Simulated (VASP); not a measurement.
Band structure of SiNi3 (space group Pm-3m). Calculation: PBE GGA, VASP's PBE PAW potentials (set 64) (plane waves; VASP).

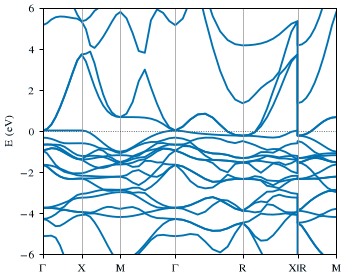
*Bands along high-symmetry lines, zero at the valence-band maximum or, without a gap, the Fermi level*

Problem. Read the plot: is there a gap, and where are the band edges?

Solution. It has no gap at this level: it comes out as a metal or semimetal.

The structure comes from a computed database's SiNi3 entry (Pm-3m); how it stands against other phases isn't given here. The cell was not relaxed at this level. The run is not spin-polarised, so no magnetic state was tried.
